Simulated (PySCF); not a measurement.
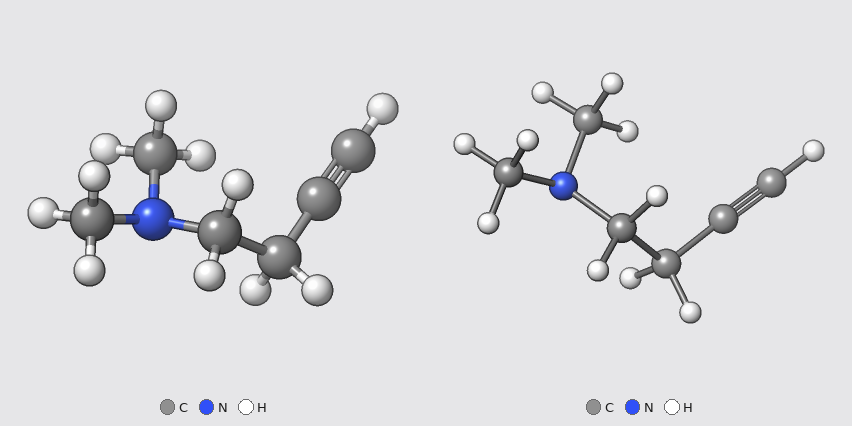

The same structure drawn twice, from different directions.

The geometry was computed by an optimisation with GFN2-xTB. No frequency run is at hand to confirm it as a minimum.

**Give the formula.**

C₆H₁₁N, 18 atoms: 6 carbon, 11 hydrogen and 1 nitrogen.

**Describe its rings.**

It has no ring.

**Write the SMILES.**

C#CCCN(C)C

The parts below concern this one geometry. Atoms keep their numbers from picture to picture.

Symmetry

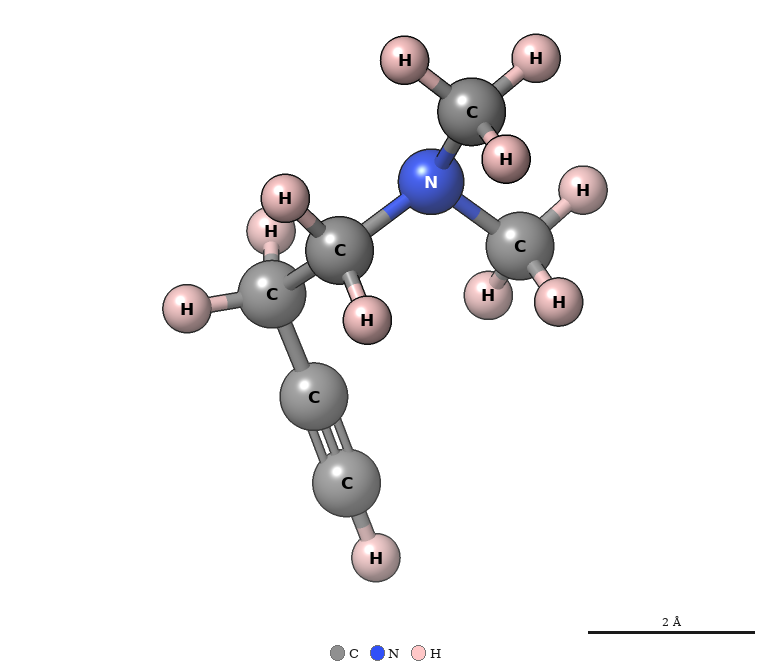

Distant atoms are faded towards the background colour. No frequency run is at hand to confirm it as a minimum. Masses are those of the most abundant isotopes; constants are for the rigid equilibrium geometry.

**Classify the rotor and give the rotational constants (MHz).**

An asymmetric top (C1): A = 5632, B = 1543, C = 1299 MHz. Ray's parameter κ is −0.89, close to the prolate limit.

Excitation

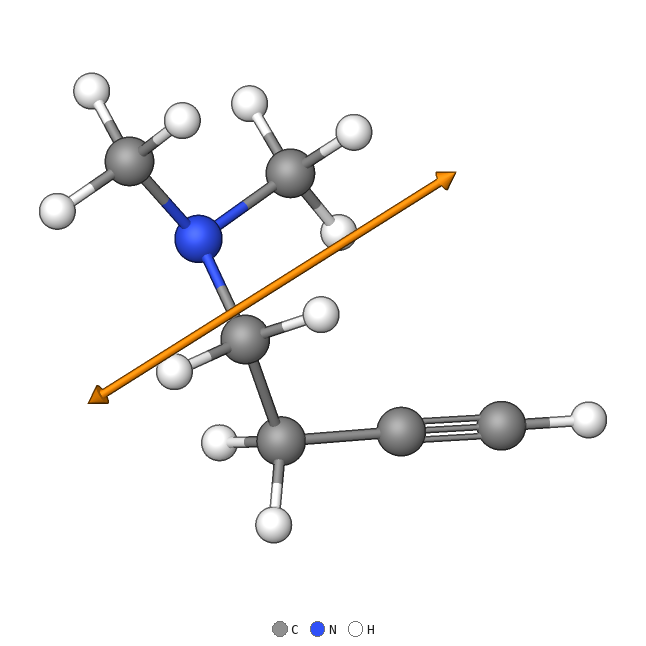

The double arrow shows the direction of the transition dipole to excited singlet state 2 (its length means nothing). No frequency run is at hand to confirm it as a minimum. Properties computed with TDDFT PBE0/def2-SVPD, vertical, gas phase, core orbitals frozen in the response (PySCF 2.14.0).

**Give its energy, strength and character.**

6.39 eV (194 nm), oscillator strength 0.025, mainly HOMO → LUMO+1 (weight 0.86); transition dipole 1.02 D.

NMR shielding

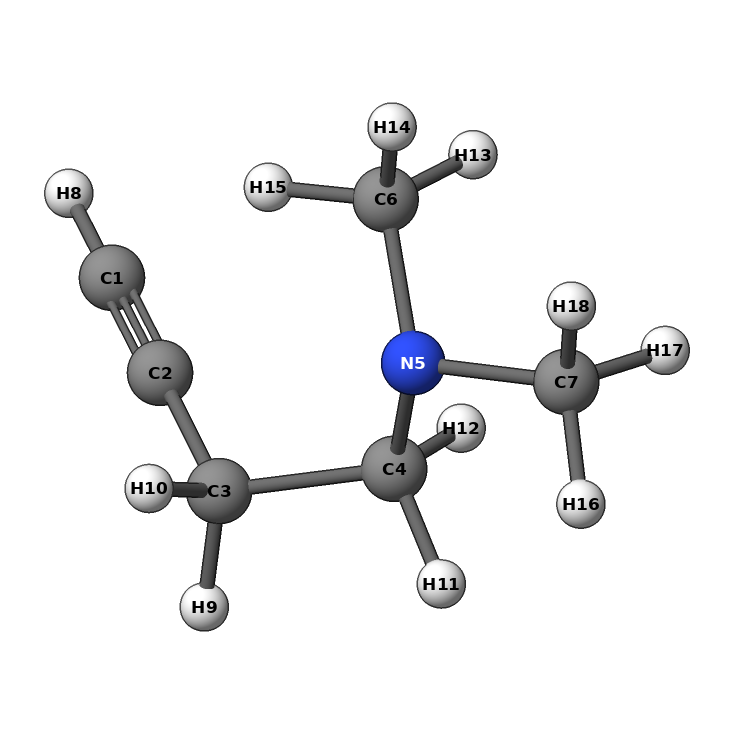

The questions are on isotropic NMR shieldings of the C atoms. No frequency run is at hand to confirm it as a minimum. Method: GIAO PBE0/pcSseg-1 NMR shielding, non-relativistic, gas phase (PySCF 2.14.0).

**Which C atom is the most shielded (lowest chemical shift)?**

C3 (163.6 ppm).

**Which C atom is the least shielded (highest chemical shift)?**

C2 (95.2 ppm).

**How wide is the range of C shifts?**

68.4 ppm.

List the isotropic NMR shieldings of the C atoms.

```tsv
atom	σ (ppm)
C1	110.5
C2	95.2
C3	163.6
C4	125.7
C6	140.8
C7	136.9
```

Quadrupole coupling

No frequency run is at hand to confirm it as a minimum. Electric field gradients from the ground-state density, PBE0/pcSseg-1 (PySCF 2.14.0), non-relativistic apart from any core potentials.

Give the largest field-gradient component, the quadrupole coupling constant and the asymmetry for 14N at N5 (Q = 20.44 mb).

```tsv
atom	V_zz (a.u.)	e²qQ/h (MHz)	η
N5	−1.275	−6.12	0.03
```

Charges

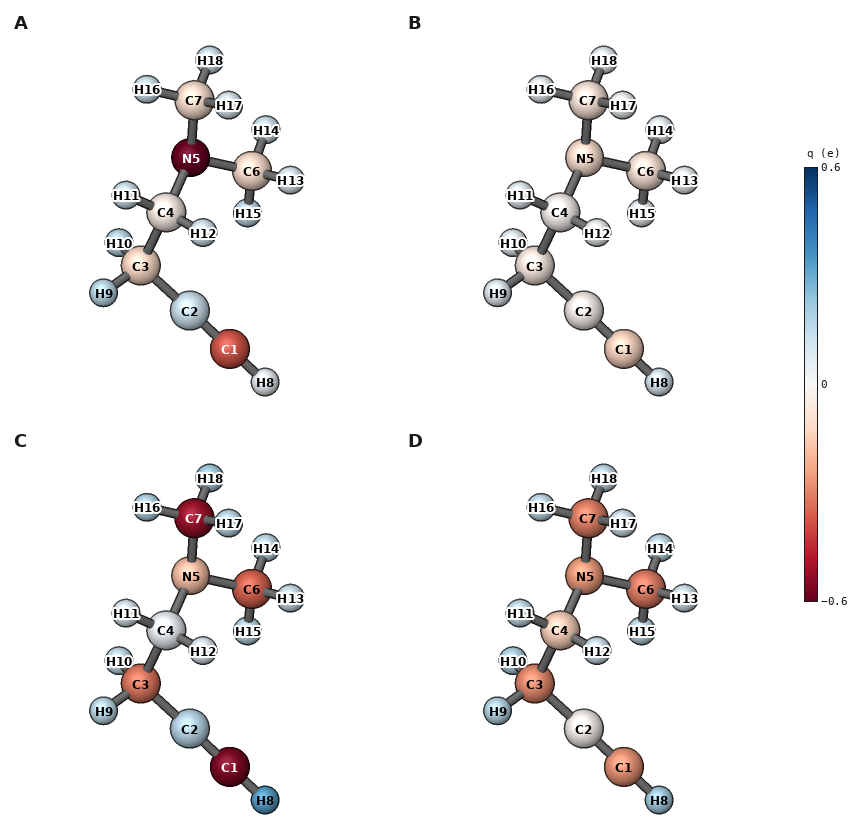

Atomic charges of one calculation by 4 schemes, on one colour scale. No frequency run is at hand to confirm it as a minimum. Method: PBE0/pcSseg-1 (PySCF 2.14.0).

**The schemes are ESP-fitted, Hirshfeld, IAO, Mulliken. Which panel shows which?**

A Mulliken, B Hirshfeld, C ESP-fitted, D IAO.

List the charges (e), one line for each set of equivalent atoms.

```json
{"atom": "C1", "Mulliken": "−0.38", "Hirshfeld": "−0.13", "ESP-fitted": "−0.56", "IAO": "−0.27"}
{"atom": "C2", "Mulliken": "0.12", "Hirshfeld": "−0.03", "ESP-fitted": "0.16", "IAO": "−0.02"}
{"atom": "C3", "Mulliken": "−0.12", "Hirshfeld": "−0.05", "ESP-fitted": "−0.31", "IAO": "−0.28"}
{"atom": "C4", "Mulliken": "−0.04", "Hirshfeld": "−0.02", "ESP-fitted": "0.04", "IAO": "−0.14"}
{"atom": "N5", "Mulliken": "−0.60", "Hirshfeld": "−0.10", "ESP-fitted": "−0.18", "IAO": "−0.25"}
{"atom": "C6", "Mulliken": "−0.10", "Hirshfeld": "−0.08", "ESP-fitted": "−0.35", "IAO": "−0.31"}
{"atom": "C7", "Mulliken": "−0.09", "Hirshfeld": "−0.07", "ESP-fitted": "−0.52", "IAO": "−0.30"}
{"atom": "H8", "Mulliken": "0.04", "Hirshfeld": "0.09", "ESP-fitted": "0.33", "IAO": "0.20"}
{"atom": "H9", "Mulliken": "0.16", "Hirshfeld": "0.06", "ESP-fitted": "0.15", "IAO": "0.17"}
{"atom": "H10", "Mulliken": "0.16", "Hirshfeld": "0.05", "ESP-fitted": "0.14", "IAO": "0.17"}
{"atom": "H11", "Mulliken": "0.11", "Hirshfeld": "0.04", "ESP-fitted": "0.09", "IAO": "0.14"}
{"atom": "H12", "Mulliken": "0.10", "Hirshfeld": "0.03", "ESP-fitted": "0.07", "IAO": "0.11"}
{"atom": "H13", "Mulliken": "0.08", "Hirshfeld": "0.02", "ESP-fitted": "0.12", "IAO": "0.10"}
{"atom": "H14", "Mulliken": "0.11", "Hirshfeld": "0.04", "ESP-fitted": "0.14", "IAO": "0.14"}
{"atom": "H15", "Mulliken": "0.15", "Hirshfeld": "0.03", "ESP-fitted": "0.16", "IAO": "0.15"}
{"atom": "H16", "Mulliken": "0.11", "Hirshfeld": "0.04", "ESP-fitted": "0.17", "IAO": "0.14"}
{"atom": "H17", "Mulliken": "0.08", "Hirshfeld": "0.02", "ESP-fitted": "0.15", "IAO": "0.10"}
{"atom": "H18", "Mulliken": "0.11", "Hirshfeld": "0.04", "ESP-fitted": "0.20", "IAO": "0.14"}
```

Mulliken values depend strongly on the basis set and can even reverse the polarity of a bond.
